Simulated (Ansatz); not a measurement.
# HF/STO-3G run of C2H7NSi (SMILES C=N[SiH2]C)

What is the electronic atomisation energy of C2H7NSi at HF/STO-3G? 

Program for the calculation: Ansatz 0.2.0.

63 further runs of the same task are left out: 63 set aside as unsound or not needed. Runs told in other sessions of the task aren't counted.

## (1) The structure to begin with

C2H7NSi has 11 atoms, charge 0, and is taken as a singlet. As SMILES, `C=N[SiH2]C`. Geometry: relaxed at PBE0-D4/def2-TZVP. This is one conformer, not always the lowest.

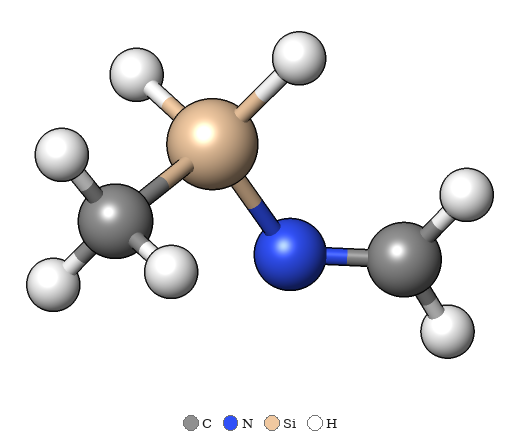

Viewed from a chosen angle; carbon grey, nitrogen blue, silicon light orange, hydrogen white.

## (2) The energy at HF/STO-3G

Contents of molecule.yaml:

```yaml
crystal:
  periodic: [false, false, false]
  atoms:
    - {symbol: C, position_ang: [-0.763200, 2.027200, 0.389900]}
    - {symbol: N, position_ang: [-0.749500, 1.001600, -0.336400]}
    - {symbol: Si, position_ang: [-0.379200, -0.602800, 0.247400]}
    - {symbol: C, position_ang: [1.068600, -1.271000, -0.713200]}
    - {symbol: H, position_ang: [-0.997700, 3.009000, -0.039500]}
    - {symbol: H, position_ang: [-0.550300, 2.023600, 1.471900]}
    - {symbol: H, position_ang: [-0.075100, -0.581600, 1.713400]}
    - {symbol: H, position_ang: [-1.590400, -1.434700, 0.023400]}
    - {symbol: H, position_ang: [0.849500, -1.270200, -1.783000]}
    - {symbol: H, position_ang: [1.292800, -2.296000, -0.407900]}
    - {symbol: H, position_ang: [1.959900, -0.662200, -0.545500]}
basis:
  gaussian:
    orbitals: STO-3G
accuracy: high
output: {orbitals: {seedname: orbitals}}
hamiltonian:
  xc: hf
```

On the command line:

```console
$ ansatz run molecule.yaml --threads 1 --pin off --max-ram 3480MiB --events-out events.jsonl --progress --plain --runs-dir runs
```

Output:

```text
Warning: RAYON_NUM_THREADS=1 ignored (pool sized by the plan → 1); use --threads N
Functional definition: HF
  name "HF"
  exchange = exact_x
  correlation = 0
627 factors; integrals over basis functions are off by at most 3.1e-9 eV
mean field evaluation 1: about -11378.1820 eV, gradient 2.3e1 eV
mean field evaluation 2: about -11378.2967 eV, gradient 2.3e1 eV
mean field evaluation 4: about -11380.1586 eV, gradient 2.0e0 eV
mean field evaluation 8: about -11380.1877 eV, gradient 4.3e-2 eV
mean field -11380.18770856 eV, -418.2141845213 hartree, gradient 8.3e-9 eV, S^2 0.000000; 0 other end points of the search recorded, 0 dependent functions left out
reference -11380.18770856 eV, -418.2141845213 hartree; 20, 20 occupied and 11, 11 virtual orbitals, 627 factors
Total energy: -11380.18770856 eV, -418.2141845213 hartree
```

Run time: 0.36 s. Hardware: 1 thread of Arm Neoverse V1, shared host.

## (3) The C atom, same level

Contents of job.yaml:

```yaml
crystal:
  periodic: [false, false, false]
  atoms:
    - {symbol: C, position_ang: [0.000000, 0.000000, 0.000000]}
basis:
  gaussian:
    orbitals: STO-3G
magnetization:
  spin_polarized: true
  initial_magnetization: 2
hamiltonian:
  xc: hf
accuracy: high
```

On the command line:

```console
$ ansatz run job.yaml --threads 1 --pin off --max-ram 3480MiB --events-out events.jsonl --progress --plain --runs-dir runs
```

Output:

```text
Warning: RAYON_NUM_THREADS=1 ignored (pool sized by the plan → 1); use --threads N
[... 4 set-up lines as earlier in the session ...]
15 factors; integrals over basis functions are off by at most 9.8e-10 eV
mean field evaluation 1: about -1012.2198 eV, gradient 0.0e0 eV
mean field evaluation 2: about -1012.2198 eV, gradient 0.0e0 eV
mean field -1012.21982732 eV, -37.1983925466 hartree, gradient 0.0e0 eV, S^2 2.000000; 2 other end points of the search recorded, 0 dependent functions left out
reference -1012.21982732 eV, -37.1983925466 hartree; 4, 2 occupied and 1, 3 virtual orbitals, 15 factors
Total energy: -1012.21982732 eV, -37.1983925466 hartree
```

Wall time 0.04 s (1 thread of Arm Neoverse V1, shared host).

## (4) The H atom at the same level

Contents of molecule.yaml:

```yaml
crystal:
  periodic: [false, false, false]
  atoms:
    - {symbol: H, position_ang: [0.000000, 0.000000, 0.000000]}
basis:
  gaussian: {orbitals: STO-3G}
total_charge: 0
magnetization: {spin_polarized: true, initial_magnetization: 1}
hamiltonian: {xc: hf}
accuracy: high
```

Run the same way, it converges to -0.46658 Eh (log not shown).

## (5) The N atom, same level

Contents of run.yaml:

```yaml
crystal:
  periodic: [false, false, false]
  atoms:
    - {symbol: "N", position_ang: [0.000000, 0.000000, 0.000000]}
basis:
  gaussian:
    orbitals: STO-3G
magnetization:
  spin_polarized: true
  initial_magnetization: 3
hamiltonian:
  xc: hf
accuracy: high
```

Run the same way, it converges to -53.71901 Eh (log not shown).

## (6) The Si atom at the same level

Contents of run.yaml:

```yaml
crystal:
  periodic: [false, false, false]
  atoms:
    - {symbol: Si, position_ang: [0.000000, 0.000000, 0.000000]}
basis:
  gaussian: {orbitals: STO-3G}
hamiltonian: {xc: hf}
magnetization: {spin_polarized: true, initial_magnetization: 2}
accuracy: high
total_charge: 0
```

On the command line:

```console
$ ansatz run run.yaml --threads 1 --pin off --max-ram 3480MiB --events-out events.jsonl --progress --plain --runs-dir runs
```

Output:

```text
Warning: RAYON_NUM_THREADS=1 ignored (pool sized by the plan → 1); use --threads N
[... 4 set-up lines as earlier in the session ...]
42 factors; integrals over basis functions are off by at most 2.5e-9 eV
mean field evaluation 1: about -7767.9286 eV, gradient 9.3e-1 eV
mean field evaluation 2: about -7767.9294 eV, gradient 9.3e-1 eV
mean field evaluation 4: about -7767.9315 eV, gradient 4.9e-6 eV
mean field evaluation 8: about -7767.9314 eV, gradient 2.1e-1 eV
mean field -7767.93148641 eV, -285.4662168327 hartree, gradient 2.1e-9 eV, S^2 2.000003; 0 other end points of the search recorded, 0 dependent functions left out
reference -7767.93148641 eV, -285.4662168327 hartree; 8, 6 occupied and 1, 3 virtual orbitals, 42 factors
Total energy: -7767.93148641 eV, -285.4662168327 hartree
```

Run time: 0.06 s. Hardware: 1 thread of Arm Neoverse V1, shared host.

## (7) Summary of results

At HF/STO-3G:

| quantity | value |
| --- | --- |
| molecule: total energy | -418.21418 Eh |
| molecule: HOMO energy | -7.98 eV |
| molecule: LUMO energy | 8.34 eV |
| molecule: HOMO–LUMO gap | 16.32 eV |
| C atom: total energy | -37.19839 Eh |
| C atom: ⟨S²⟩ | 2.000 |
| H atom: total energy | -0.46658 Eh |
| H atom: ⟨S²⟩ | 0.750 |
| N atom: total energy | -53.71901 Eh |
| N atom: ⟨S²⟩ | 3.750 |
| Si atom: total energy | -285.46622 Eh |
| Si atom: ⟨S²⟩ | 2.000 |
| electronic atomisation energy | 37.173 eV |

What this shows: Taking the molecule apart into free atoms costs 37.17 eV (857 kcal/mol), before zero-point energy and without spin-orbit coupling. Hartree–Fock lacks the correlation of the bonding pairs, which as a rule makes this value much too low; in minimal bases other errors can mask that. In a minimal basis such a difference can be off by several eV, whatever the method.
